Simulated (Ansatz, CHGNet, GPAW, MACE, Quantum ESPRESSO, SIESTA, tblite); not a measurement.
# Codes compared on random packing of 71HfO2-29Hf3N4 (mol %) (71 atoms)

How near do other programs and methods come to a plane-wave reference for random packing of 71HfO2-29Hf3N4 (mol %) (71 atoms)? A plane-wave run serves as the reference.

Program: Quantum ESPRESSO 7.5. Level of theory: Kohn-Sham DFT, PBE, SSSP efficiency 1.3.0 pseudopotentials, plane waves. Results are calculated unless marked as measured.

**1. The starting structure**

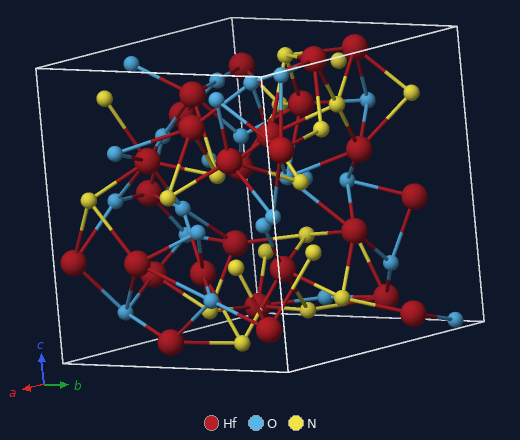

Start, viewed from a free direction; hafnium red, oxygen blue, nitrogen yellow. Bonds to atoms that aren't drawn are left out. Some periodic images of atoms are drawn too.

The cell holds 71 atoms: 27 Hf, 24 O and 20 N. Cell: a = 9.912 Å, b = 9.912 Å, c = 9.912 Å, α = 90.0°, β = 90.0°, γ = 90.0°. 71 atoms (27 Hf, 24 O, 20 N) packed at random in a cube at 9.35 g/cm³ and pushed apart as soft spheres, cations and anions kept from their own kind; a start for melting by ab initio MD, not an equilibrated structure. Then every atom was moved at random, 0.02 Å r.m.s. a Cartesian component.

**2. Plane-wave reference**

File pw.in:

```
&control
  calculation = 'scf'
  pseudo_dir = './pseudo'
  outdir = './tmp'
  disk_io = 'none'
  tprnfor = .true.
  tstress = .true.
/
&system
  ibrav = 0
  nat = 71
  ntyp = 3
  ecutwfc = 60
  ecutrho = 480
  nosym = .true.
  occupations = 'smearing'
  smearing = 'fd'
  degauss = 0.003675
/
&electrons
  conv_thr = 3.5e-07
  electron_maxstep = 100
  mixing_beta = 0.4
  mixing_mode = 'plain'
  diagonalization = 'david'
/
ATOMIC_SPECIES
Hf 178.490 Hf.upf
O 15.999 O.upf
N 14.007 N.upf
CELL_PARAMETERS angstrom
9.91160 0.00000 0.00000
0.00000 9.91160 0.00000
0.00000 0.00000 9.91160
ATOMIC_POSITIONS crystal
Hf 0.40314 0.28470 0.31273
Hf 0.32105 0.97520 0.08158
Hf 0.33845 0.04108 0.73061
Hf 0.58249 0.64261 0.72159
Hf 0.82142 0.77241 0.10612
Hf 0.33026 0.56999 0.78234
Hf 0.88899 0.72500 0.68804
Hf 0.90845 0.29089 0.33127
Hf 0.49747 0.00422 0.49102
Hf 0.76189 0.24676 0.65189
Hf 0.92491 0.99186 0.73945
Hf 0.50916 0.58053 0.25299
[... 55 atom lines left out ...]
N 0.02008 0.47648 0.87164
N 0.99808 0.53367 0.57582
N 0.95374 0.14076 0.54848
N 0.69317 0.88721 0.34962
K_POINTS gamma
```

Launch:

```bash
$ OMP_NUM_THREADS=1 mpirun -np 4 pw.x -in pw.in > output.txt
```

Log:

```text
Program PWSCF
     gamma-point specific algorithms are used
     one sub-group per band group will be used
     scalapack distributed-memory algorithm (size of sub-group:  2*  2 procs)
     Parallelization info
     sticks:   dense  smooth     PW     G-vecs:    dense   smooth      PW
     Min        3356    1677    420               291711   103104   12906
     Max        3361    1682    422               291712   103106   12908
     Sum       13429    6721   1685              1166847   412421   51627
     bravais-lattice index     =            0
     lattice parameter (alat)  =      18.7302  a.u.
     unit-cell volume          =    6570.9461 (a.u.)^3
     number of atoms/cell      =           71
     number of atomic types    =            3
[... lines left out ...]
     scf convergence threshold =      3.5E-07
[... lines left out ...]
     number of k points=     1  Fermi-Dirac smearing, width (Ry)=  0.0037
[... lines left out ...]
     total energy              =   -4429.68228150 Ry
[... lines left out ...]
     total energy              =   -4417.85785665 Ry
[... lines left out ...]
     total energy              =   -4436.09089747 Ry
[... lines left out ...]
     c_bands:  2 eigenvalues not converged
[... lines left out ...]
     total energy              =   -4445.80113664 Ry
[... lines left out ...]
     total energy              =   -4445.80113667 Ry
[... lines left out ...]
   -51.6203 -51.5940 -51.5280 -51.5070 -51.4578 -51.4547 -51.4276 -51.4013
   -51.3529 -51.3362 -51.3043 -51.2981 -51.1643 -51.0904 -51.0744 -51.0185
[...]
12.6224  12.6277  12.7212  12.8007  12.8597  12.8774  12.9621  13.0465
    13.0798  13.1009  13.2379  13.2414  13.2905  13.3484  13.4335  13.4389
    13.5593  13.6111  13.6610  13.7613  13.7711
     the Fermi energy is    10.9882 ev
!    total energy              =   -4445.80113647 Ry
     estimated scf accuracy    <       0.00000027 Ry
     smearing contrib. (-TS)   =      -0.02876835 Ry
     internal energy E=F+TS    =   -4445.77236812 Ry
     The total energy is F=E-TS. E is the sum of the following terms:
     one-electron contribution =    -809.42049966 Ry
     hartree contribution      =     667.92853052 Ry
     xc contribution           =   -1047.24525214 Ry
     ewald contribution        =   -3028.07156354 Ry
     one-center paw contrib.   =    -228.96358329 Ry
     convergence has been achieved in  46 iterations
     Forces acting on atoms (cartesian axes, Ry/au):
     atom    1 type  1   force =    -0.00885989    0.08685319    0.03262139
     atom    2 type  1   force =    -0.14636472   -0.07997637    0.05608329
     atom    3 type  1   force =     0.12356888    0.00117436    0.13049373
[...]
atom   70 type  3   force =    -0.07939440    0.01814127   -0.02962349
     atom   71 type  3   force =    -0.08357004    0.06267859   -0.08631739
     Total force =     1.325745     Total SCF correction =     0.002199
     Computing stress (Cartesian axis) and pressure
          total   stress  (Ry/bohr**3)                   (kbar)     P=     -128.96
  -0.00089185  -0.00020607  -0.00035688         -131.20      -30.31      -52.50
  -0.00020607  -0.00062736   0.00008351          -30.31      -92.29       12.29
  -0.00035688   0.00008351  -0.00111084          -52.50       12.29     -163.41
     Message from routine punch:
     Nothing written, as per user request (disk_io='none')
```

The job ended after 7.6 min (4 MPI ranks of Arm Neoverse V1, shared host; peak memory 2.5 GiB).

Banners, paths, timers and routine set-up lines are dropped from the logs unmarked, and long logs keep their key lines alone; longer cuts are marked.

Numbers from this run:

```
r.m.s. force component : 2.336 eV/Å
longest force          : 8.896 eV/Å
pressure               : -12.9 GPa
```

**3. The ladder**

The programs:
- CHGNet: machine-learned potential, published weights.
- GPAW 26.7.0: PAW with atomic orbitals (LCAO), plane waves or a real-space grid of spacing h.
- MACE: machine-learned potential, published weights.
- SIESTA 5.4.2: numerical atomic orbitals, whose automatically made sets are far from complete, with PseudoDojo norm-conserving potentials that we converted to its format (checked against plane waves on the same files for H, C, O, Si, Ge and Ca alone); labels give functional, basis size, energy shift and mesh cutoff.
- tblite 0.8.0: extended tight binding, driven from Python.

All use the same cell and atoms; the electronic-structure runs use the same k-mesh, and an electronic temperature of 580 K (0.05 eV) where levels are smeared.

Differences are against the plane-wave reference, forces as r.m.s. over components; share is that over the reference's r.m.s. force, slope the least-squares factor from reference forces to these. Total energies of different programs have different zeros and aren't compared.

```
                                                 run  Δ force, r.m.s. (meV/Å)  share (%)  slope  Δ pressure (GPa)  cores  CPU time  memory (GiB)
                                           reference                        -          -      -                 -      4    30 min           2.5
                              CHGNet 0.3.0 potential                      643       27.5  1.091             -5.26      1       5 s           1.1
                        GPAW PBE, plane waves 600 eV                     19.7      0.845  1.005             -4.53      2    17 min           1.8
                         MACE MP-0b2 small potential                      635       27.2  1.014             0.940      1     8.2 s          0.67
                         MACE MPA-0 medium potential                      429       18.4  0.953             -1.00      1      12 s          0.96
SIESTA PBE, DZP, shift 0.01 Ry, mesh 150 Ry (coarse)                     91.2       3.90  0.984             -1.23      2   3.9 min          0.86
         SIESTA PBE, DZP, shift 0.01 Ry, mesh 500 Ry                     89.7       3.84  0.983             -1.22      2    16 min           2.3
 SIESTA PBE, SZ, shift 0.01 Ry, mesh 500 Ry (coarse)                      353       15.1  0.880             -9.55      1   5.6 min           1.1
                                     tblite GFN1-xTB                     1224       52.4  1.173              37.9      1     5.2 s          0.12
```

Rows marked coarse were listed beforehand as settings not expected to be converged; some can still land near the reference.

Times of the machine-learned potentials are mostly Python's start and the loading of weights.

CPU time is summed over cores on a shared host, where runs went side by side, so it is rough. Symmetry, cutoffs, thresholds, outputs and thread counts weren't matched or tuned between programs; memory under MPI is the largest rank's times the ranks.

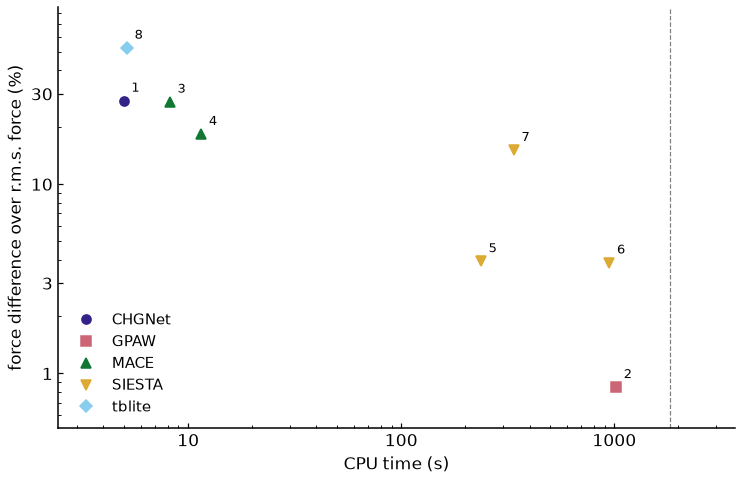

Force difference against CPU time; the dashed line marks the reference's time. Points: 1 CHGNet 0.3.0 potential; 2 GPAW PBE, plane waves 600 eV; 3 MACE MP-0b2 small potential; 4 MACE MPA-0 medium potential; 5 SIESTA PBE, DZP, shift 0.01 Ry, mesh 150 Ry; 6 SIESTA PBE, DZP, shift 0.01 Ry, mesh 500 Ry; 7 SIESTA PBE, SZ, shift 0.01 Ry, mesh 500 Ry; 8 tblite GFN1-xTB.

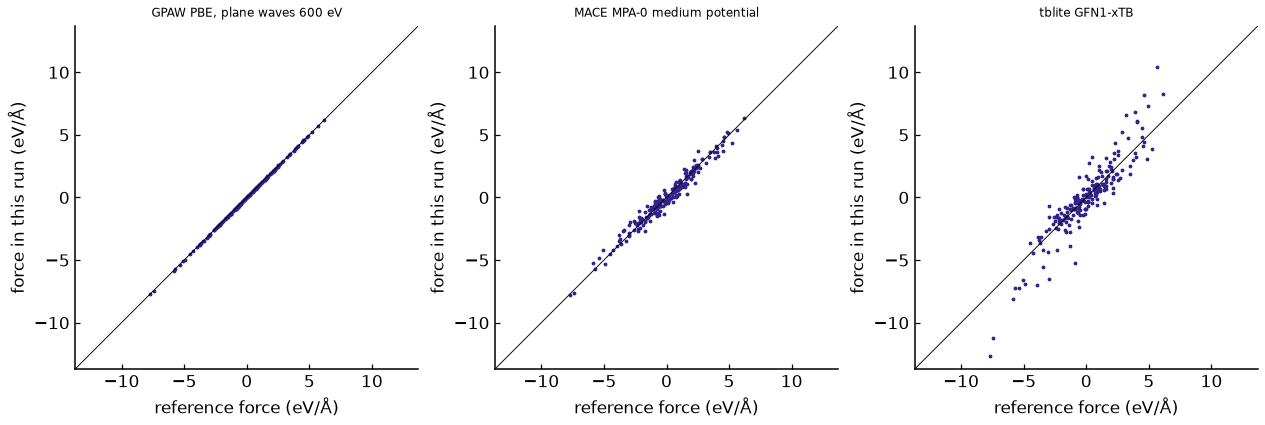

Force components against those of the reference; the line marks equality.

Runs without a result: GPAW PBE, LCAO dzp, h 0.18 Å (cut off at its time limit of 14 min); GPAW PBE, LCAO sz(dzp), h 0.18 Å (cut off at its time limit of 4.3 min); GPAW PBE, LCAO dzp, h 0.22 Å (cut off at its time limit of 10 min).

Within one program, basis, potentials and functional, energies share a zero. Each run against its twin at the usual cutoff or grid and solver:

```
                                        run                             twin  Δ energy (meV/atom)  Δ force, r.m.s. (meV/Å)  CPU time over the twin's
SIESTA PBE, DZP, shift 0.01 Ry, mesh 150 Ry  DZP, shift 0.01 Ry, mesh 500 Ry                 1.01                     15.3                      0.25
```

**4. What came out**

```yaml
reference_r_m_s_force_component: 2.34 eV/Å
nearest_in_forces: GPAW PBE, plane waves 600 eV, 0.85 %
farthest_in_forces: tblite GFN1-xTB, 52 %
cheapest_electronic_structure_run_beside_the_reference: tblite GFN1-xTB, 5.2 s of CPU time
```

PBE on plane waves or a grid with other potentials, cutoffs or grids, coarse settings apart, differs from the reference by 0.85 % (GPAW PBE, plane waves 600 eV) of the r.m.s. force; this holds the reference's own error, so differences of a few per cent don't tell which side is nearer the exact PBE result. The PBE run in local orbitals, coarse settings apart, differs by 3.8 % (SIESTA PBE, DZP, shift 0.01 Ry, mesh 500 Ry); basis, grid and potentials can all enter. Tight binding differs by 52 % (tblite GFN1-xTB); it is another model, with fitted parameters of its own, and the xTB methods hold dispersion. Machine-learned potentials differ by 18 % (MACE MPA-0 medium potential) to 28 % (CHGNet 0.3.0 potential); they were trained on other programs' data. Runs with settings chosen to be coarse differ by 3.9 % (SIESTA PBE, DZP, shift 0.01 Ry, mesh 150 Ry) to 15 % (SIESTA PBE, SZ, shift 0.01 Ry, mesh 500 Ry), their programs' other errors included. Of the electronic-structure runs that take under half the reference's CPU time, SIESTA PBE, DZP, shift 0.01 Ry, mesh 150 Ry comes nearest, at 3.9 % in 3.9 min against 30 min. SIESTA PBE, SZ, shift 0.01 Ry, mesh 500 Ry softens the forces by a factor of 0.88 while following their directions (correlation 0.995); the slopes of the 3 SIESTA runs lie between 0.88 and 0.98. In pressure, SIESTA PBE, SZ, shift 0.01 Ry, mesh 500 Ry misses by -9.6 GPa, at the same functional. In the reference: levels near the Fermi energy are neither full nor empty under the smearing, so no gap is quoted. Periodic xTB results under one method name differ between programs and library versions. The reference's pressure holds the uncorrected Pulay stress of its 60 Ry basis, so small pressure differences, and their order, may be the reference's own error. Machine-learned potentials mimic data converged in k, so the reference's own k-point error enters their differences. The reference's stress is far from hydrostatic: its diagonal is -13.1, -9.2, -16.3 GPa, compression counted positive. The reference's pressure of -13 GPa belongs to a cell and atoms that aren't relaxed at this level. The electronic-structure runs sample only Γ, in a cell whose shortest periodic width is 10 Å, which is coarse for a cell with partly filled levels. Spin–orbit coupling is left out, which matters for the levels of the heavy elements.

[Also dropped from logs without a mark: logging warnings of Python, and SIESTA's first energy breakdown and zero terms.]

[Logs are printed without paths, hosts, clocks, repeated set-up lines and the standing remarks that a program may print on its own settings, such as how far it seeks lower states.]

[Hosts, paths, dates, database ids (printed as entryN), source tags and the programs' standing remarks are cut or masked in the printed files.]
